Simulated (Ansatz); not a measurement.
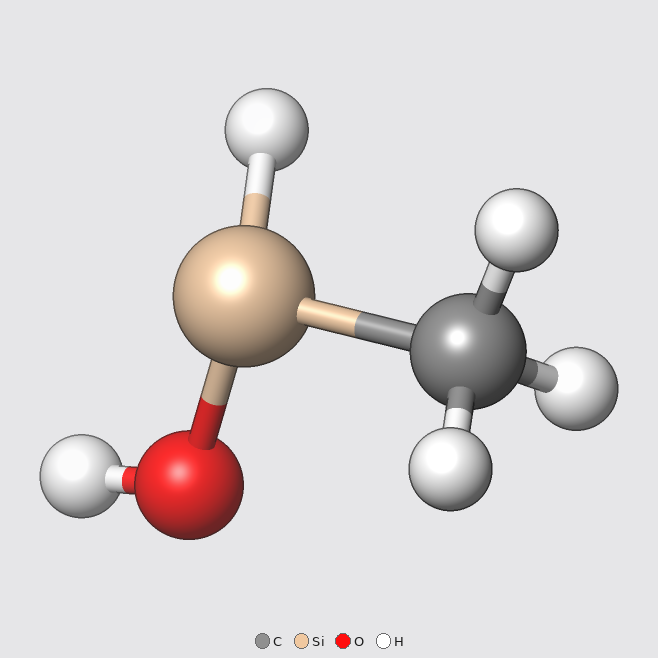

Rendered structure (ball-and-stick style). Every bond is drawn as one stick, whatever its order.

State: neutral, doublet.

Describe the molecule.

It has 8 atoms: 1 carbon, 5 hydrogen, 1 oxygen and 1 silicon (CH5OSi). Its SMILES string is `C[SiH]O`. It has no ring. Among its groups: Si–H bond, Si–O bond. The point group is C1. It is an open-shell species. Coordination: 1 C tetrahedral; 1 Si trigonal pyramidal; 1 O bent.

More results for the same structure follow; atom numbers are the same in all pictures, views and colours differ. The geometry was computed by an optimisation with PBE0-D4/def2-TZVP.

### Geometry

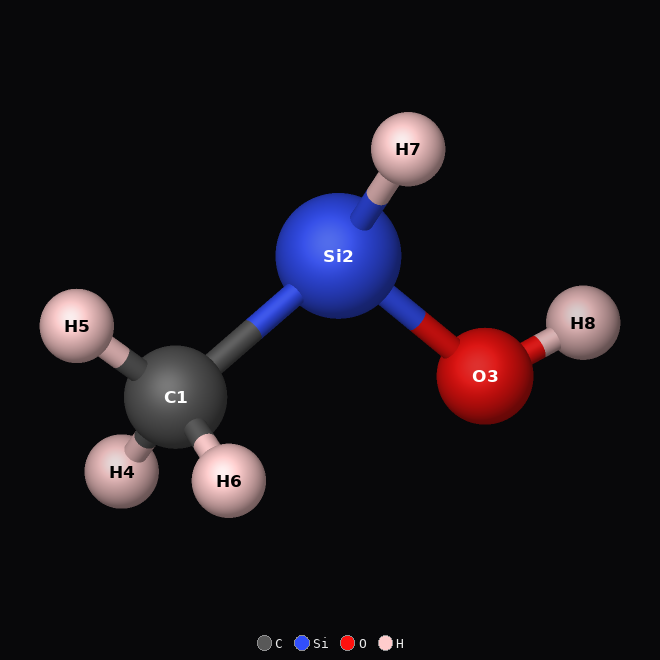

Numbered structure.

Give these bond angles: Si2–C1–H4, Si2–C1–H5, Si2–C1–H6, H4–C1–H5, H4–C1–H6, H5–C1–H6, C1–Si2–O3, C1–Si2–H7, O3–Si2–H7, Si2–O3–H8.

| angle | degrees |
| --- | --- |
| Si2–C1–H4 | 111.0 |
| Si2–C1–H5 | 110.4 |
| Si2–C1–H6 | 110.1 |
| H4–C1–H5 | 108.4 |
| H4–C1–H6 | 108.4 |
| H5–C1–H6 | 108.5 |
| C1–Si2–O3 | 106.3 |
| C1–Si2–H7 | 111.0 |
| O3–Si2–H7 | 110.1 |
| Si2–O3–H8 | 117.0 |

### Levels of theory compared

Program: Ansatz 0.2.0.

Tabulate dipole (D), HOMO energy (eV) at these levels: B3LYP-D4/def2-TZVPP; PBE-D4/def2-TZVPP; r2SCAN-D4/def2-TZVPP; ωB97M-V/def2-TZVPP.

```
               level  dipole (D)  HOMO energy (eV)
 B3LYP-D4/def2-TZVPP        0.50             −5.23
   PBE-D4/def2-TZVPP        0.41             −4.32
r2SCAN-D4/def2-TZVPP        0.43             −4.66
  ωB97M-V/def2-TZVPP        0.51             −7.27
```

### Vibrations

Harmonic vibrations computed with UKS PBE0-D4/def2-TZVP (Ansatz 0.2.0) at a stationary point of the same level.

List the wavenumbers.

Answer. 18 modes: 141, 240, 253, 560, 684, 720, 787, 852, 863, 911, 1264, 1438, 1445, 2121, 3045, 3130, 3146, 3921 cm⁻¹.

### Charges

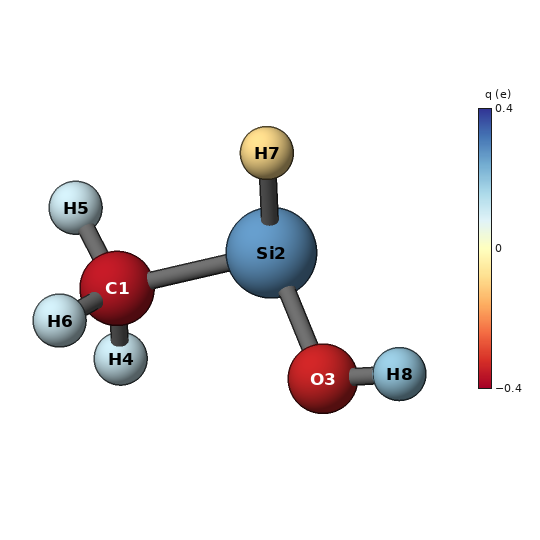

Atoms are coloured by their Mulliken charges. Properties computed with UKS PBE-D4/def2-TZVPP (Ansatz 0.2.0).

Which atom carries the highest charge (most positive or least negative)?

Answer. Si2 (0.27 e).

And the lowest?

Answer. C1 (−0.35 e).

List the Mulliken charges.

```json
{"atom": "C1", "value (e)": "−0.35"}
{"atom": "Si2", "value (e)": "0.27"}
{"atom": "O3", "value (e)": "−0.33"}
{"atom": "H4", "value (e)": "0.11"}
{"atom": "H5", "value (e)": "0.10"}
{"atom": "H6", "value (e)": "0.11"}
{"atom": "H7", "value (e)": "−0.09"}
{"atom": "H8", "value (e)": "0.18"}
```

Mulliken values depend strongly on the basis set and can even reverse the polarity of a bond.
